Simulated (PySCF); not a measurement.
Consider C5H14NPSi (SMILES CN([SiH2]P)C1CCC1).

The calculation's input:

```
{"job": {"kind": "nmr", "xc": "PBE0", "basis": "pcSseg-1"}, "charge": 0, "multiplicity": 1}
C      0.841679    -1.527432     1.099349
N      0.531406    -0.603457     0.031342
Si     1.604663     0.631950    -0.480792
P      3.616508     0.119443     0.358990
C     -0.868697    -0.604345    -0.288916
C     -1.372207     0.207512    -1.489934
C     -2.535445     0.721712    -0.629327
C     -1.816580     0.206898     0.624667
H      0.303115    -1.272693     2.018178
H      0.561955    -2.543954     0.806936
H      1.911636    -1.510335     1.304865
H      1.754290     0.609633    -1.944002
H      1.203859     1.996521    -0.077220
H      4.226183     1.225945    -0.192339
H      3.431591     0.757932     1.569905
H     -1.199092    -1.647491    -0.360692
H     -0.686618     0.998963    -1.771438
H     -1.633789    -0.368083    -2.374873
H     -2.721845     1.792250    -0.668733
H     -3.466809     0.193961    -0.822482
H     -1.279224     0.993515     1.150108
H     -2.416990    -0.359058     1.333991
```

Launched as:

```sh
OMP_NUM_THREADS=1 python probes_run.py task.json out
```

Geometry: GFN2-xTB.

These are results of PBE0/pcSseg-1, SCF density, gas phase, non-relativistic in PySCF, not measurements.

What will maps of the electron density and electron localisation function show?

Answer. C–N (1.44 Å): the density is about 2 e/Å³ at the midpoint; the ELF peaks at about 0.90 between the atoms (a shared electron pair).
C–C (1.53 Å): ρ at the midpoint is about 1.6 e/Å³; the ELF peaks at about 0.95 between the atoms (localised, covalent bonding).
C–H (1.08 Å): ρ at the midpoint is about 2 e/Å³; the ELF climbs to about 1 towards the hydrogen, as it does in any bond to H (an ordinary covalent bond to hydrogen).

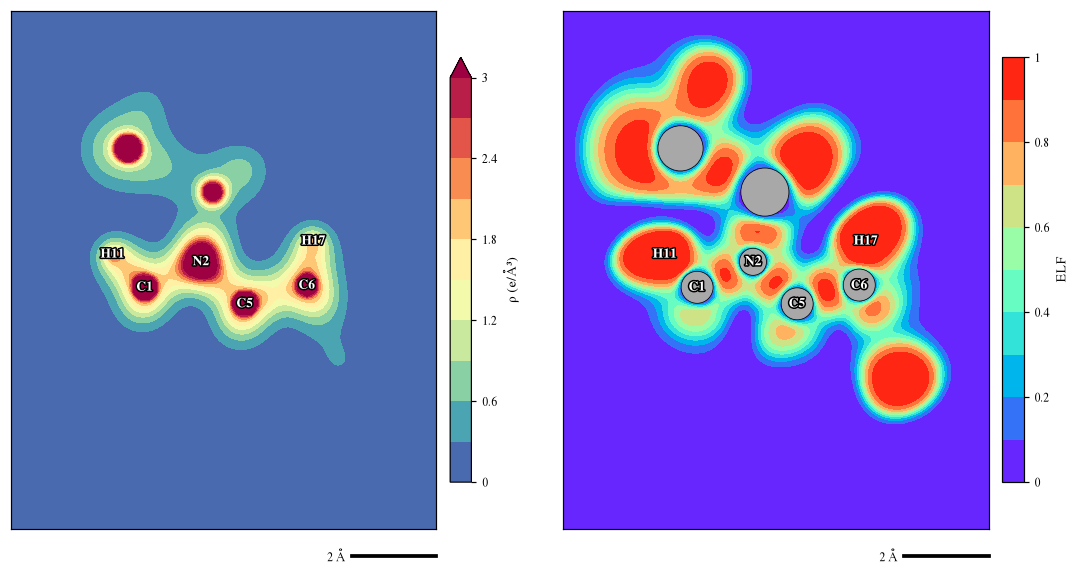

Computed electron density and electron localisation function on the plane of atoms N2, C1 and H11, in this order. Grey discs cover the atomic cores in the ELF map. 
